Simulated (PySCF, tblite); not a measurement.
# C4H10BNO: geometry, infrared bands and NMR shifts

What infrared bands and NMR shifts should C4H10BNO (`C#[N+][B@@H-](C)COC`) show?

Computed with tblite 0.8.0 and PySCF 2.14.0, with density-fitted response routines of our own, on a single molecule in the gas phase. Atoms are numbered from 0 throughout.

### Step 1. The molecule as given

17 atoms, charge 0, multiplicity 1; geometry from: force field or distance geometry start.

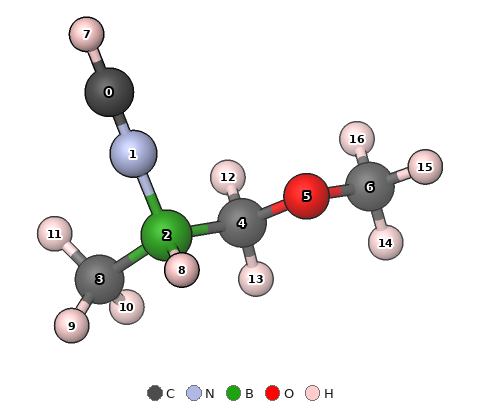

The starting geometry (carbon dark grey, nitrogen light blue, boron green, oxygen red, hydrogen pink), atoms numbered; sticks join atoms by distance.

### Step 2. Relaxing the molecule with GFN2-xTB

What the job is given:

```
{"job": {"kind": "relax", "xc": "GFN2-xTB", "basis": "xTB"}, "charge": 0, "multiplicity": 1}
C     -1.422000     2.501100     0.405200
N     -1.212200     1.386900     0.569200
B     -0.920800    -0.079700     0.816000
C     -2.035200    -0.899100     0.043200
C      0.482900    -0.415600     0.167000
O      1.510300     0.106400     0.938300
C      2.701500    -0.231800     0.293600
H     -1.621700     3.552200     0.263700
H     -0.947200    -0.281500     1.983200
H     -2.751100    -1.297300     0.804500
H     -1.560500    -1.722800    -0.534200
H     -2.551200    -0.191200    -0.640100
H      0.534700     0.033700    -0.848300
H      0.589500    -1.521300     0.009500
H      2.831000    -1.318200     0.193600
H      3.587200     0.131400     0.882800
H      2.777800     0.258700    -0.707700
```

Run with:

```
OMP_NUM_THREADS=1 python probes_run.py task.json out
```

This one command runs all jobs of the session in turn.

The program printed:

```text
step      E/eV     max force
  0    -593.12979    1.838
  1    -593.26456    2.871
  2    -593.27608    3.552
  3    -593.39229    0.660
  4    -593.42733    0.569
  5    -593.48261    0.579
  6    -593.50114    0.518
  7    -593.51942    0.260
  8    -593.52720    0.242
  9    -593.53498    0.247
 10    -593.54022    0.179
 11    -593.54446    0.140
 12    -593.54773    0.141
 13    -593.55081    0.189
 14    -593.55371    0.189
 15    -593.55627    0.115
 16    -593.55830    0.117
 17    -593.56000    0.108
 18    -593.56170    0.109
 19    -593.56364    0.110
 20    -593.56578    0.120
 21    -593.56775    0.099
 22    -593.56940    0.117
 23    -593.57107    0.114
 24    -593.57316    0.121
 25    -593.57585    0.132
 26    -593.57895    0.138
 27    -593.58200    0.131
 28    -593.58486    0.140
 29    -593.58765    0.139
 30    -593.58999    0.122
 31    -593.59144    0.068
 32    -593.59223    0.073
 33    -593.59285    0.076
 34    -593.59353    0.060
 35    -593.59421    0.062
 36    -593.59482    0.057
 37    -593.59549    0.065
 38    -593.59645    0.078
 39    -593.59781    0.104
 40    -593.59936    0.113
 41    -593.60094    0.098
 42    -593.60276    0.123
 43    -593.60530    0.133
 44    -593.60863    0.178
 45    -593.61276    0.199
 46    -593.61563    0.185
 47    -593.61887    0.149
 48    -593.62112    0.134
 49    -593.62604    0.215
 50    -593.62946    0.198
 51    -593.63276    0.141
 52    -593.63509    0.106
 53    -593.63640    0.088
 54    -593.63773    0.085
 55    -593.63881    0.092
 56    -593.63956    0.088
 57    -593.64033    0.074
 58    -593.64125    0.076
 59    -593.64203    0.078
 60    -593.64272    0.080
 61    -593.64351    0.068
 62    -593.64431    0.057
 63    -593.64488    0.049
 64    -593.64521    0.044
 65    -593.64546    0.049
 66    -593.64580    0.049
 67    -593.64628    0.057
 68    -593.64672    0.075
 69    -593.64700    0.038
 70    -593.64724    0.031
 71    -593.64755    0.067
 72    -593.64804    0.072
 73    -593.64854    0.069
 74    -593.64893    0.047
 75    -593.64922    0.054
 76    -593.64949    0.069
 77    -593.64974    0.075
 78    -593.64993    0.039
 79    -593.65005    0.022
 80    -593.65013    0.025
 81    -593.65023    0.030
 82    -593.65034    0.036
 83    -593.65047    0.040
 84    -593.65059    0.032
 85    -593.65070    0.027
 86    -593.65081    0.030
 87    -593.65091    0.024
 88    -593.65099    0.028
 89    -593.65106    0.024
 90    -593.65113    0.019
 91    -593.65120    0.015
 92    -593.65125    0.020
 93    -593.65130    0.019
 94    -593.65137    0.023
 95    -593.65148    0.026
 96    -593.65161    0.021
 97    -593.65171    0.015
 98    -593.65175    0.009
```

Run time: 0.89 s. Hardware: 1 thread of Arm Neoverse N1, shared host; peak memory 0.18 GiB.

Relaxation path: (not every step is listed)

```tsv
step	energy from step 0 (eV)	largest force (eV/Å)
0	0.0000	1.8378
1	-0.1348	2.8709
2	-0.1463	3.5524
3	-0.2625	0.6597
4	-0.2975	0.5688
5	-0.3528	0.5792
6	-0.3714	0.5177
7	-0.3896	0.2596
8	-0.3974	0.2418
16	-0.4285	0.1174
24	-0.4434	0.1209
32	-0.4624	0.0729
40	-0.4696	0.1134
48	-0.4913	0.1341
56	-0.5098	0.0878
64	-0.5154	0.0443
72	-0.5183	0.0719
80	-0.5203	0.0249
88	-0.5212	0.0284
93	-0.5215	0.0189
94	-0.5216	0.0232
95	-0.5217	0.0265
96	-0.5218	0.0212
97	-0.5219	0.0150
98	-0.5220	0.0093
```

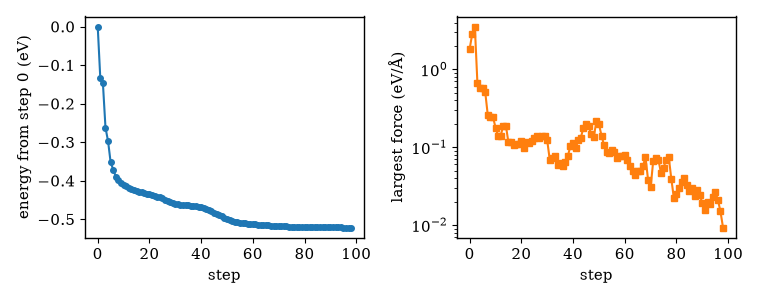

Energy and largest force along the relaxation.

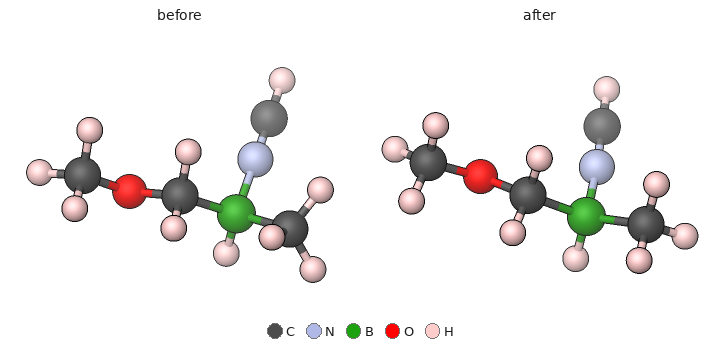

The geometry before (left) and after (right).

Close pairs (by a distance rule), those that changed most:

```tsv
bond	before (Å)	after (Å)	change (Å)
B2–C4	1.583	1.651	+0.069
N1–B2	1.515	1.453	-0.063
B2–C3	1.584	1.634	+0.049
C4–O5	1.387	1.423	+0.036
C6–H15	1.124	1.089	-0.035
C3–H9	1.118	1.088	-0.031
C0–H7	1.079	1.053	-0.027
C3–H10	1.112	1.086	-0.026
```

The end geometry stands in the next job.

### Step 3. Infrared spectrum with GFN2-xTB

What the job is given:

```
{"job": {"kind": "ir", "xc": "GFN2-xTB", "basis": "xTB"}, "charge": 0, "multiplicity": 1}
C     -1.163877     2.371385     0.689812
N     -1.129753     1.227613     0.760063
B     -0.992674    -0.217807     0.810445
C     -2.220867    -0.870640    -0.046619
C      0.472836    -0.510874     0.108659
O      1.485695     0.290254     0.706164
C      2.765874     0.003501     0.218919
H     -1.190588     3.422358     0.637966
H     -1.006691    -0.509514     1.962287
H     -3.188343    -0.627245     0.386566
H     -2.131084    -1.953055    -0.056620
H     -2.225605    -0.534181    -1.081051
H      0.450767    -0.310529    -0.975026
H      0.728692    -1.573101     0.232116
H      3.042762    -1.042966     0.407140
H      3.461365     0.659048     0.741730
H      2.834494     0.187784    -0.862998
```

The program printed:

```text
mode    cm-1     km/mol
  1      60.0      6.90
  2      87.8      9.93
  3     108.9      6.11
  4     144.8      2.75
  5     153.7      1.04
  6     185.0      4.98
  7     231.1      3.04
  8     297.5      1.42
  9     358.7      3.29
 10     426.0      0.52
 11     472.5      0.64
 12     614.1     29.67
 13     626.1     33.98
 14     728.8     28.02
 15     794.9      8.92
 16     816.8      9.47
 17     914.5     11.43
 18     938.4     12.74
 19     954.5     22.29
 20     983.3     14.37
 21    1049.7     26.89
 22    1057.4     13.61
 23    1094.7     94.56
 24    1137.4      2.65
 25    1164.3      4.58
 26    1219.2     20.05
 27    1306.3     28.05
 28    1380.2      3.46
 29    1409.4      3.65
 30    1474.0      2.66
 31    1495.9      6.67
 32    1502.8      1.90
 33    1520.0      0.20
 34    1521.4      1.51
 35    2241.2    252.89
 36    2468.9    116.70
 37    2821.6    100.17
 38    2864.0     79.65
 39    2872.1     52.78
 40    2896.7     84.86
 41    3009.6     37.57
 42    3022.5     72.91
 43    3028.5     50.37
 44    3050.0     41.69
 45    3347.8    157.91
```

Run time: 0.76 s. Hardware: 1 thread of Arm Neoverse N1, shared host; peak memory 0.18 GiB.

The strongest bands and the atoms that carry them (share of the mass-weighted mode):

```tsv
cm⁻¹	km/mol	atoms
1095	94.6	O5 54 %, C6 30 %, C4 14 %
2241	252.9	N1 50 %, C0 39 %, H7 10 %
2469	116.7	H8 93 %
2822	100.2	H12 78 %, H13 14 %
2864	79.7	H16 63 %, H14 27 %
2897	84.9	H14 63 %, H16 31 %
3022	72.9	H11 71 %, H9 20 %
3348	157.9	H7 85 %, C0 14 %
```

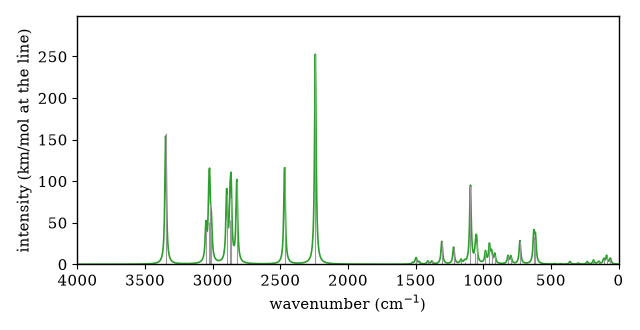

The infrared spectrum from these modes, unscaled. Lines are broadened to a width of 14 cm⁻¹ (Lorentzian).

### Step 4. NMR shieldings: PBE0/pcSseg-1

Settings changed since step 3:

```diff
@@ -1,2 +1,2 @@
-{"job": {"kind": "ir", "xc": "GFN2-xTB", "basis": "xTB"}, "charge": 0, "multiplicity": 1}
+{"job": {"kind": "nmr", "xc": "PBE0", "basis": "pcSseg-1"}, "charge": 0, "multiplicity": 1}
 C     -1.163877     2.371385     0.689812
```

Method: GIAO PBE0/pcSseg-1 NMR shielding, non-relativistic, gas phase.

The program printed:

```text
coarse grid: 13784 points
cycle   1  E = -312.6179834615  dE =  8.187e-01  |g| = 7.231e-01  |ddm| = 3.413e+00
cycle   2  E = -312.3083632415  dE =  3.096e-01  |g| = 1.356e+00  |ddm| = 1.875e+00
cycle   3  E = -312.7438853536  dE = -4.355e-01  |g| = 2.158e-01  |ddm| = 1.243e+00
cycle   4  E = -312.7514091650  dE = -7.524e-03  |g| = 1.098e-01  |ddm| = 1.787e-01
cycle   5  E = -312.7537184475  dE = -2.309e-03  |g| = 1.978e-02  |ddm| = 6.584e-02
cycle   6  E = -312.7538109034  dE = -9.246e-05  |g| = 4.387e-03  |ddm| = 1.784e-02
cycle   7  E = -312.7538150486  dE = -4.145e-06  |g| = 1.246e-03  |ddm| = 4.013e-03
final grid: 131960 points
cycle   8  E = -312.8031709433  dE = -3.762e-05  |g| = 1.137e-02  |ddm| = 2.763e-02
cycle   9  E = -312.8031461590  dE =  2.478e-05  |g| = 1.623e-02  |ddm| = 1.727e-02
cycle  10  E = -312.8031956446  dE = -4.949e-05  |g| = 2.815e-03  |ddm| = 1.077e-02
cycle  11  E = -312.8031973229  dE = -1.678e-06  |g| = 6.915e-04  |ddm| = 1.824e-03
cycle  12  E = -312.8031974188  dE = -9.598e-08  |g| = 1.495e-04  |ddm| = 5.750e-04
cycle  13  E = -312.8031974232  dE = -4.363e-09  |g| = 3.929e-05  |ddm| = 1.294e-04
cycle  14  E = -312.8031974236  dE = -3.824e-10  |g| = 7.666e-06  |ddm| = 4.061e-05
converged SCF energy = -312.8031974236

GIAO shielding tensors (ppm)
atom      isotropic    diamagn.    paramagn.     s11        s22        s33       span
  0 C       77.957     263.765    -185.808      2.582      6.714    224.574    221.992
  1 N       20.939     326.825    -305.885   -151.459   -148.153    362.430    513.889
  2 B      132.456     185.984     -53.528    120.538    134.283    142.546     22.008
  3 C      182.573     248.400     -65.828    175.712    181.083    190.923     15.211
  4 C      106.818     251.341    -144.523     65.986     91.392    163.075     97.089
  5 O      318.506     398.422     -79.916    299.034    313.145    343.337     44.303
  6 C      122.556     243.475    -120.919     90.901     93.245    183.522     92.621
  7 H       27.738      29.972      -2.235     23.285     23.800     36.129     12.844
  8 H       29.435      28.923       0.512     27.683     28.513     32.109      4.426
  9 H       31.626      28.455       3.170     27.625     28.860     38.392     10.767
 10 H       31.829      29.883       1.946     27.348     29.240     38.898     11.550
 11 H       32.121      31.256       0.865     28.430     30.377     37.556      9.126
 12 H       28.945      34.481      -5.536     25.068     28.449     33.319      8.251
 13 H       28.563      33.130      -4.568     25.328     28.778     31.582      6.254
 14 H       28.381      28.934      -0.554     24.666     26.098     34.379      9.713
 15 H       27.875      28.683      -0.808     23.794     25.311     34.519     10.725
 16 H       28.500      29.904      -1.404     24.793     26.325     34.383      9.589
```

Wall time 43 s (1 thread of Arm Neoverse N1, shared host); peak memory 0.7 GiB.

The references, computed at this level on geometries of the same kind, shield at (ppm): 1H TMS 31.72, 13C TMS 186.9, 15N NH3 267.7, 17O H2O 336.1, 11B BF3·OEt2 100.1. Their shielding less the atom's gives the shift. The references are single molecules in the gas phase, so shifts against H2O, NH3, PH3, H3PO4 or CFCl3 are not on the usual liquid scales and can be off by tens of ppm. Atoms listed in one row are averaged.

```tsv
atoms	environment	σ (ppm)	δ (ppm)	δ scaled to CDCl3
C0	nitrilium-type carbon	78.0	109.0	104.4
C4	sp3 CH2 bonded to B and O	106.8	80.1	76.3
C6	methyl carbon bonded to O	122.6	64.4	60.9
C3	methyl carbon bonded to B	182.6	4.4	2.3
H7	hydrogen on a nitrilium-type carbon	27.74	3.98	3.86
H14, H15, H16	hydrogen on a methyl carbon bonded to O	28.25	3.47	3.37
H13	hydrogen on an sp3 CH2 bonded to B and O	28.56	3.15	3.08
H12	hydrogen on an sp3 CH2 bonded to B and O	28.95	2.77	2.72
H8	hydrogen on a boron bonded to 2 C, N	29.43	2.28	–
H9, H10, H11	hydrogen on a methyl carbon bonded to B	31.86	-0.14	-0.03
N1	donor nitrogen of a Lewis adduct	20.9	246.8	–
B2	boron bonded to 2 C, N, H	132.5	-32.4	–
O5	ether oxygen	318.5	17.6	–
```

The scaled column applies a straight-line fit of computed shieldings to shifts measured in CDCl3 (root-mean-square error 0.16 ppm for H, 1.9 ppm for C).

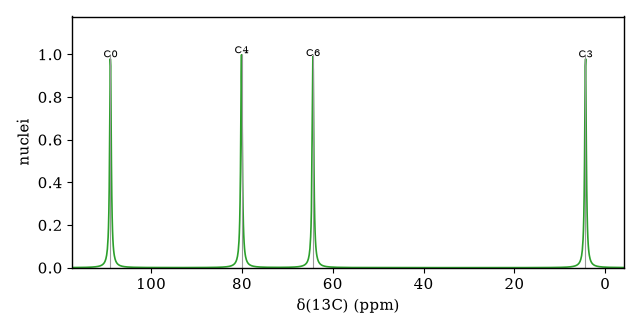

13C lines at the computed shifts, without couplings. Lines are broadened to a width of 0.42 ppm (Lorentzian).

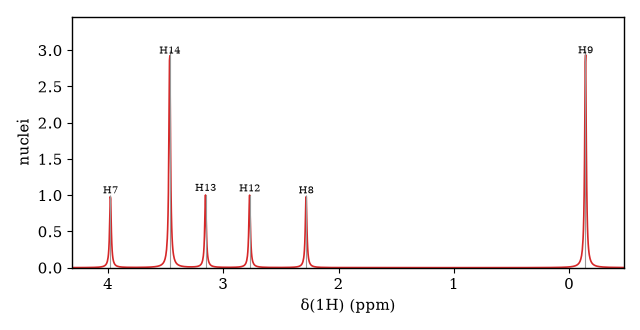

1H lines at the computed shifts, without couplings. Lines are broadened to a width of 0.02 ppm (Lorentzian).

The run also stored atomic charges by several schemes (e):

```tsv
atoms	Mulliken	IAO	Hirshfeld	ESP fit
C0	0.18	0.04	0.15	-0.01
N1	-0.16	0.10	0.04	-0.04
B2	0.24	-0.08	0.01	0.41
C3	-0.48	-0.54	-0.20	-0.59
C4	-0.13	-0.16	-0.07	-0.04
O5	-0.53	-0.40	-0.16	-0.36
C6	-0.02	-0.19	-0.05	-0.08
```

IAO charges:

C0 0.04; N1 0.10; B2 -0.08; C3 -0.54; C4 -0.16; O5 -0.40; C6 -0.19; H7 0.24; H8 0.01; H9 0.13; H10 0.14; H11 0.12; H12 0.09; H13 0.11; H14 0.12; H15 0.15; H16 0.11

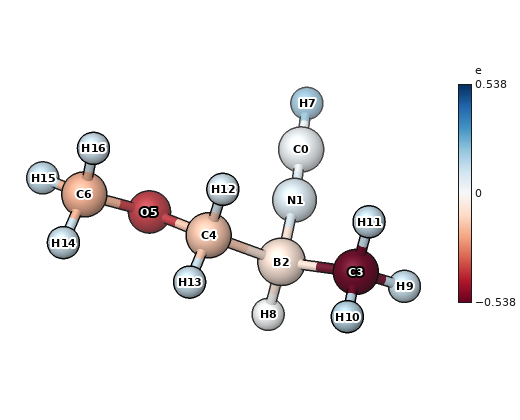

IAO charges, as colours on the atoms.

Mayer bond orders: C0–N1 2.63, N1–B2 0.71, B2–C3 0.94, B2–C4 0.87, C4–O5 0.88, O5–C6 0.95.

### Step 5. What came out

| quantity | value |
| --- | --- |
| strongest single infrared mode (GFN2-xTB) | 2241 cm⁻¹, 253 km/mol |
| zero-point energy (GFN2-xTB) | 85.6 kcal/mol |
| 13C shifts against TMS (PBE0/pcSseg-1) | 109.0, 80.1, 64.4, 4.4 ppm |
| 1H shifts against TMS (PBE0/pcSseg-1, means over atoms taken as alike) | 3.98, 3.47, 3.15, 2.77, 2.28, -0.14 ppm |
| 15N shifts against NH3 (PBE0/pcSseg-1) | 246.8 ppm |
| 11B shifts against BF3·OEt2 (PBE0/pcSseg-1) | -32.4 ppm |
| 17O shifts against H2O (PBE0/pcSseg-1) | 17.6 ppm |

Over 98 steps the energy fell by 0.522 eV; of the close pairs, B2–C4 changed most, 1.583 to 1.651 Å. No mode is imaginary among the 45: a minimum at this level. The strongest single mode, at 2241 cm⁻¹, moves mainly N1 and C0. GFN2-xTB is a fitted tight-binding method: band positions and strengths are rough. Its intensities can rank the bands wrongly. At PBE0/pcSseg-1: The largest span, 514 ppm, is at N1, where the paramagnetic term is -306 ppm.
